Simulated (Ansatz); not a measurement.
**Run report: La8CaGa7O23 (charge −1), geometry relaxation (part 2 of 2)**

The same run, continued: La8CaGa7O23 (defect cell, 39 atoms in the cell, total charge −1); DFT, PBEsol, PAW, plane waves (Ansatz 0.2.0); cutoff 420 eV, 1×1×1 k-mesh, Fermi–Dirac smearing of 0.01 eV. 

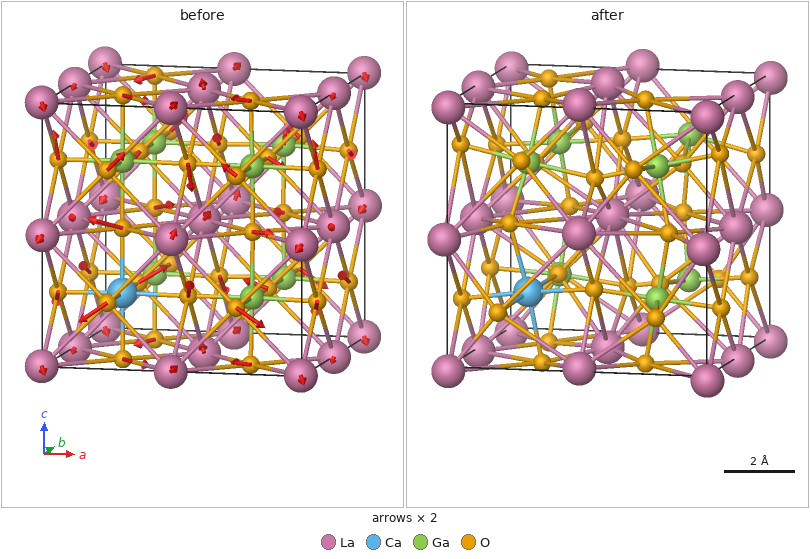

Before (left) and after (right) the relaxation, at one scale (ball-and-stick view of the cell of the calculation, seen slightly off an axis). The red arrows give the displacements, magnified 2 times. The energy falls by 148 meV per atom in 16 geometry steps. Largest force component: 6.5 eV/Å at the start, 0.024 eV/Å at the end. The line search rejected the trial steps at points 9, 12, 14, 15 (counted from 0) and went back. O18 moves most: 0.58 Å. Largest moves by element: O 0.58 Å, Ga 0.32 Å, La 0.23 Å, Ca 0.05 Å. The cell stays as it was. Distances before and after: La8–O18 2.760 → 3.483 Å, La6–O32 2.731 → 3.369 Å, La6–O36 2.735 → 3.319 Å, La3–O34 2.735 → 3.306 Å. Among the angles that change: Ca9–O18–Ga10 179.1° → 146.0°, Ca9–O28–Ga13 178.0° → 148.1°, Ca9–O32–Ga11 179.6° → 151.1°. (Atoms are counted from 1 in the order of the input.)

```
SCF converged after 6 iterations
Free energy (F): -90220.068333 eV
Harris-Foulkes:  -90220.068333 eV  (|F-HF|=1.42e-8)
Internal energy: -90220.068333 eV  (E = F + TS)
E sigma→0 (E₀):  -90220.068333 eV
Fermi energy:    14.246772 eV
--- Per-component energies (eV) ---
  E_band       = 475.447918
  E_kinetic    = 6734.517839
  E_local      = -22130.754918  (includes V_loc(G=0)·N_el)
  E_nonlocal   = 5006.553861
  E_hartree    = 9611.941417
  E_xc         = -3431.014283
  E_vxc        = -3952.483704  (∫ρ·V_xc dr)
  E_paw        = -60692.433109  (= ΣΔE_a)
  E_vpaw       = -4406.323289  (= ΣTr[D̂ρ^β])
  E_aug_tail   = 0.055291  (compensation charges beyond the density's cutoff)
  E_ewald      = -25327.261767
  E_core_change = 8.327337  (= ΣΔE_core)
  E_smearing   = -0.000000  (= −TS)
  E_closure    = -0.000000  (closes the sum)
  E_deformation_potential = -22.464577  (in the stress; not in F)
  Σ components = -90220.068333   (vs F -90220.068333, Δ=0.00e0)
--- Forces (eV/Å), atoms counted from 1 ---
  atom   1  La    -0.00280973    -0.00786701    -0.01065901
  atom   2  La     0.00152505     0.00229437     0.00941245
  atom   3  La    -0.00485322     0.00399864    -0.01791432
  atom   4  La    -0.00664594     0.00472442     0.01642213
  atom   5  La    -0.00217351    -0.00690371    -0.00474565
  atom   6  La     0.00651321    -0.00863625     0.01188868
  atom   7  La     0.00336508     0.01043679    -0.00921968
  atom   8  La     0.00902069     0.00634181     0.02362050
  atom   9  Ca     0.00061211    -0.00287619     0.00333403
  atom  10  Ga    -0.00758818    -0.00281798     0.00710723
  atom  11  Ga    -0.00625847     0.00707411    -0.00641983
  atom  12  Ga     0.00021672     0.00234668     0.00218392
  atom  13  Ga     0.00032021     0.00727650     0.00154378
  atom  14  Ga     0.00985510     0.00625754    -0.00377786
  atom  15  Ga     0.00367507    -0.00089228    -0.00292171
  atom  16  Ga     0.00465853    -0.00303163     0.01671668
  atom  17  O      0.00234605    -0.00042234     0.00837389
  atom  18  O      0.00692332     0.00362658    -0.00722034
  atom  19  O      0.00702643     0.00384040     0.01188436
  atom  20  O      0.00735330     0.00253597    -0.00329041
  atom  21  O     -0.00124865     0.00029326     0.00812549
  atom  22  O      0.00101222    -0.00448585    -0.00117012
  atom  23  O     -0.00225479    -0.00126566    -0.00520281
  atom  24  O      0.00504492     0.00071729    -0.00850894
  atom  25  O      0.00139044     0.00199967     0.00158612
  atom  26  O     -0.00689486     0.00104279     0.00425586
  atom  27  O      0.01192837     0.00101318    -0.00703313
  atom  28  O     -0.00948862     0.00204722    -0.00206234
  atom  29  O     -0.00207444     0.00247706    -0.01145126
  atom  30  O     -0.00200981     0.00023061    -0.00513869
  atom  31  O     -0.01395712    -0.00579475    -0.00515332
  atom  32  O      0.00481018     0.00106735     0.00126919
  atom  33  O      0.00264365    -0.00277146    -0.00381729
  atom  34  O     -0.00574452    -0.01403519     0.00465216
  atom  35  O      0.00120965    -0.00200587    -0.01040031
  atom  36  O     -0.00582396     0.00339731    -0.00160455
  atom  37  O     -0.00678532     0.01269852    -0.00070823
  atom  38  O     -0.00102761    -0.00869712     0.00302287
  atom  39  O     -0.00380083    -0.01524777    -0.00698807
  max |Σ_I F_I| component: 1.30e-5 eV/Å
--- Charged-cell corrections in eV (Makov–Payne, q = -1.000 e, ε = 27.000) ---
  F (periodic)     = -90220.068333  (uncorrected; the corrections below are reported, never added to it)
  E_corr1          = +0.097886  (monopole, q²α_M/2εL)
  F Makov-Payne    = -90219.970447  (F + E_corr1; no measured alignment; for a localised charge, not one spread in a band: unchecked)
--- Band table (eV) ---
  k-point 0: bands = ["-24.6244", "-18.5724", "-18.5096", "-18.4827", "-18.4479", "-18.4308", "-18.3906", "-18.3702", "-18.3419", "-7.2470", "-7.2195", "-7.1209", "-6.8409", "-6.7831", "-6.5467", "-6.3618", "-6.3195", "-6.2085", "-6.1224", "-5.9757", "-5.8343", "-5.8004", "-5.7408", "-5.6721", "-5.5320", "-5.4760", "-5.4289", "-5.4041", "-5.3215", "-5.2853", "-5.2410", "-5.1205", "-4.5611", "-4.5297", "-4.4055", "-2.5788", "-2.4306", "-2.3557", "-2.3074", "-2.2745",
      "-2.2380", "-2.1911", "-2.1731", "-2.1215", "-2.1004", "-2.0760", "-2.0264", "-1.9468", "-1.8877", "-1.8523", "-1.7982", "-1.6862", "-1.6357", "-1.5859", "-1.5679", "-1.5080", "-1.4519", "-1.4287", "-1.3906", "-1.2899", "-1.2757", "-1.2586", "-1.2368", "-1.2064", "-1.1826", "-1.1629", "-1.1476", "-1.1393", "-1.1266", "-1.1176", "-1.1024", "-1.0851", "-1.0769", "-1.0585", "-1.0313", "-1.0166", "-1.0127", "-0.9997", "-0.9740", "-0.9686",
      "-0.9568", "-0.9450", "-0.9140", "-0.9028", "-0.8667", "-0.8349", "-0.7594", "-0.7081", "-0.5039", "-0.3881", "-0.3751", "-0.2998", "-0.1898", "-0.1508", "4.2371", "5.0055", "5.0992", "5.6347", "5.7956", "5.9328", "6.3052", "7.1931", "7.3406", "7.4481", "7.5426", "7.6372", "7.7430", "7.8265", "7.9247", "7.9979", "8.0550", "8.1232", "8.1930", "8.3572", "8.4631", "8.6571", "8.7055", "8.7750", "8.8405", "8.8906",
      "9.0049", "9.0800", "9.1536", "9.2039", "9.2628", "9.3233", "9.3748", "9.4397", "9.4627", "9.5130", "9.5711", "9.5999", "9.6755", "9.7474", "9.8212", "9.8791", "9.9344", "9.9896", "10.0342", "10.0766", "10.1206", "10.1637", "10.2531", "10.2845", "10.3291", "10.3713", "10.4517", "10.5316", "10.5571", "10.6086", "10.6281", "10.6651", "10.6819", "10.7409", "10.7660", "10.8394", "10.8701", "10.9201", "10.9599", "11.0144",
      "11.0691", "11.1305", "11.1789", "12.8649", "15.6287", "15.8256", "16.0194", "16.0629", "16.1287", "16.1420", "16.1956", "16.2094", "16.2282", "16.2504", "16.2580", "16.2730", "16.2818", "16.3137", "16.3286", "16.3399", "16.3518", "16.3661", "16.3821", "16.3941", "16.4074", "16.4132", "16.4255", "16.4306", "16.4421", "16.4488", "16.4591", "16.4664", "16.4816", "16.4946", "16.5006", "16.5098", "16.5149", "16.5389", "16.5470", "16.5496",
      "16.5678", "16.5798", "16.5905"]
--- Relaxed structure (17 steps of the walk, 13 accepted, 0 SCFs on fresh bases) ---
  F+E_penalty+E_count = -90220.06833335 eV   max|allowed force component| = 2.362e-2 eV/Å
  atoms:
    - { symbol: La, position: [1.0069066355494816, 0.9868978993688698, -0.014556454519781074] }
    - { symbol: La, position: [-0.006687137091686159, 0.9774350916710385, 0.4852244842203355] }
    - { symbol: La, position: [0.00011169534866255848, 0.4909138322921247, 0.9861111889901029] }
    - { symbol: La, position: [0.9958470006423505, 0.48251093028712067, 0.4927944764628224] }
    - { symbol: La, position: [0.5047846538859293, 0.01883270843554901, 1.0084843889959847] }
    - { symbol: La, position: [0.5069241778552966, 1.0015950017958037, 0.5232419491217662] }
    - { symbol: La, position: [0.49338653668192056, 0.5141176313468396, 1.0158448010885488] }
    - { symbol: La, position: [0.5085311156476262, 0.5257607066059956, 0.5152893907336127] }
    - { symbol: Ca, position: [0.2524411630647401, 0.24740983947568787, 0.25630970381233853] }
    - { symbol: Ga, position: [0.25108482890680367, 0.25061109103248674, 0.7480460201165541] }
    - { symbol: Ga, position: [0.2502371191654924, 0.7482323799113639, 0.2493846702435501] }
    - { symbol: Ga, position: [0.24925463853161617, 0.7492382900613073, 0.7499152621941989] }
    - { symbol: Ga, position: [0.7500721054025004, 0.24863110350985493, 0.2481919397572467] }
    - { symbol: Ga, position: [0.7495827633123482, 0.2512180542935482, 0.7508883942852803] }
    - { symbol: Ga, position: [0.749474824093481, 0.749807032011282, 0.24496868504041014] }
    - { symbol: Ga, position: [0.7538442763211024, 0.7465430616404692, 0.797916444736816] }
    - { symbol: O, position: [0.29519918566567194, 0.2869422732429509, -0.01621693816374991] }
    - { symbol: O, position: [0.18979562528994617, 0.20730146233418686, 0.5202786187751045] }
    - { symbol: O, position: [0.21916656404233356, 0.7067755343432898, -0.004096214503472675] }
    - { symbol: O, position: [0.280420288982486, 0.7903643060978931, 0.5024421344218906] }
    - { symbol: O, position: [0.6969515698199141, 0.27625327724913173, 0.9965817618580489] }
    - { symbol: O, position: [0.7993084741546319, 0.22435893692459372, 0.5023261228314219] }
    - { symbol: O, position: [0.7214087460357159, 0.7756311509713424, 0.49659334233446034] }
    - { symbol: O, position: [0.9824387219313652, 0.302097258858682, 0.21358161543940898] }
    - { symbol: O, position: [-0.0042049710709311065, 0.2300717516968754, 0.8087325171321355] }
    - { symbol: O, position: [0.9949641112985844, 0.6971499805333512, 0.2719180072510409] }
    - { symbol: O, position: [1.0002040775683594, 0.783639781224559, 0.7266182997077235] }
    - { symbol: O, position: [0.5209068422461323, 0.18587075811155576, 0.28557527649539155] }
    - { symbol: O, position: [0.5025376767517833, 0.2750114274468473, 0.6932733591348622] }
    - { symbol: O, position: [0.5046570034428494, 0.7901878868381067, 0.20784893879377878] }
    - { symbol: O, position: [0.500616843933331, 0.7151070613099169, 0.7748347539026776] }
    - { symbol: O, position: [0.19907829693714282, -0.020625562350814895, 0.21542625763257145] }
    - { symbol: O, position: [0.28606161928445717, -0.002528703634112423, 0.7914529524791504] }
    - { symbol: O, position: [0.3027813234828824, 0.5170824201313037, 0.28711452624450057] }
    - { symbol: O, position: [0.2175810993915586, 0.5018220862424129, 0.70772478223099] }
    - { symbol: O, position: [0.8058013008829262, 0.99386889680267, 0.21503326162346503] }
    - { symbol: O, position: [0.7180987569349665, 1.0007045659860208, 0.7735018466044198] }
    - { symbol: O, position: [0.6981511075075603, 0.5022105134578173, 0.2659569144876367] }
    - { symbol: O, position: [0.7847513381686647, 0.5007532824420765, 0.7246945180067568] }
--- Löwdin populations: 39 sites ---
  site symbol       q [e]
     0     La     10.1393
     1     La     10.0547
     2     La     10.1358
     3     La     10.0571
     4     La     10.1169
     5     La     10.0705
     6     La     10.1285
     7     La     10.0615
     8     Ca      8.2361
     9     Ga     12.1602
    10     Ga     12.1595
    11     Ga     12.1708
    12     Ga     12.1593
    13     Ga     12.1667
    14     Ga     12.2812
    15     Ga     12.5008
    16      O      6.6837
    17      O      6.7088
    18      O      6.5904
    19      O      6.5969
    20      O      6.5929
    21      O      6.5940
    22      O      6.5941
    23      O      6.6717
    24      O      6.5668
    25      O      6.5914
    26      O      6.5817
    27      O      6.6875
    28      O      6.5894
    29      O      6.5846
    30      O      6.5834
    31      O      6.6893
    32      O      6.5924
    33      O      6.6994
    34      O      6.6019
    35      O      6.5811
    36      O      6.5886
    37      O      6.5859
    38      O      6.5868
  spilling = 0.003837 (of n_electrons = 328.000000)
```

This output came from the following input.

### Input
```yaml
crystal:
  lattice:
    - [7.729308, 0.000000, 0.000000]
    - [0.000000, 7.729308, 0.000000]
    - [0.000000, 0.000000, 7.729308]
  atoms:
    - { symbol: La, position: [0.997837, 0.998360, 0.002494] }
    - { symbol: La, position: [0.001250, 0.997771, 0.499034] }
    - { symbol: La, position: [0.003521, 0.499272, 0.999417] }
    - { symbol: La, position: [0.999938, 0.501309, 0.494512] }
    - { symbol: La, position: [0.494996, 0.001595, 0.998380] }
    - { symbol: La, position: [0.498456, 0.999874, 0.501789] }
    - { symbol: La, position: [0.501500, 0.501516, 0.996914] }
    - { symbol: La, position: [0.502168, 0.500072, 0.502542] }
    - { symbol: Ca, position: [0.247833, 0.248365, 0.252185] }
    - { symbol: Ga, position: [0.248749, 0.246979, 0.753765] }
    - { symbol: Ga, position: [0.251654, 0.752375, 0.251481] }
    - { symbol: Ga, position: [0.250743, 0.744198, 0.749460] }
    - { symbol: Ga, position: [0.747397, 0.252690, 0.252388] }
    - { symbol: Ga, position: [0.749433, 0.249942, 0.751195] }
    - { symbol: Ga, position: [0.750041, 0.753011, 0.253111] }
    - { symbol: Ga, position: [0.748269, 0.753750, 0.757506] }
    - { symbol: O, position: [0.250336, 0.248343, 0.001626] }
    - { symbol: O, position: [0.247832, 0.249556, 0.497880] }
    - { symbol: O, position: [0.250559, 0.748711, 0.001891] }
    - { symbol: O, position: [0.252057, 0.748026, 0.501041] }
    - { symbol: O, position: [0.742410, 0.251544, 0.997674] }
    - { symbol: O, position: [0.751642, 0.244749, 0.502285] }
    - { symbol: O, position: [0.746882, 0.747109, 0.500209] }
    - { symbol: O, position: [0.998902, 0.253514, 0.246531] }
    - { symbol: O, position: [0.001028, 0.249898, 0.748923] }
    - { symbol: O, position: [0.999811, 0.749040, 0.247425] }
    - { symbol: O, position: [0.999256, 0.746954, 0.745124] }
    - { symbol: O, position: [0.502883, 0.246758, 0.250074] }
    - { symbol: O, position: [0.500608, 0.249188, 0.751158] }
    - { symbol: O, position: [0.500924, 0.747907, 0.250189] }
    - { symbol: O, position: [0.497828, 0.749841, 0.751492] }
    - { symbol: O, position: [0.249606, 0.003916, 0.250972] }
    - { symbol: O, position: [0.250043, 0.001364, 0.754119] }
    - { symbol: O, position: [0.248937, 0.498149, 0.254394] }
    - { symbol: O, position: [0.253637, 0.502431, 0.751264] }
    - { symbol: O, position: [0.748652, 0.995402, 0.251650] }
    - { symbol: O, position: [0.749283, 0.997033, 0.750852] }
    - { symbol: O, position: [0.747814, 0.500721, 0.250178] }
    - { symbol: O, position: [0.747757, 0.498572, 0.746128] }
  symmetry: { detect: false }
kpoints:
  mp_grid: { grid: [1, 1, 1], shift: [0.25, 0.25, 0.25] }
hamiltonian:
  xc: pbesol
total_charge: -1
scf:
  occupations: { method: fermi_dirac, width: 0.01 }
relax:
  f_tol: 0.03
  max_steps: 80
  escape_saddle: false
  adjacent_minimum: "off"
output:
  forces: true
  eigenvalues: true
  populations: true
  charged_corrections: { epsilon: 27 }
  write_density: true
  write_potential: true
  elf: true
  volumetric_format: npy
```

Command:
```bash
ansatz run in.yaml --threads 8 --pin off --max-ram 13300MiB --runs-dir r --events-out ev --progress --plain
```

### Results in brief

```json
{"quantity": "outcome", "value": "converged"}
{"quantity": "electrons treated", "value": "328"}
{"quantity": "free energy", "value": "−90220.0683 eV"}
{"quantity": "Fermi energy", "value": "14.247 eV"}
{"quantity": "largest force (length of the vector) at the end", "value": "0.026 eV/Å"}
{"quantity": "hardware", "value": "8 threads of Intel Xeon @ 2.50GHz, 14 GiB of memory available, shared host"}
{"quantity": "wall time", "value": "62 s (CPU time 6.5 min)"}
{"quantity": "peak memory", "value": "1 GiB"}
```

### Remarks

The k-point mesh is coarse for a cell of this size, so the results may not be converged.
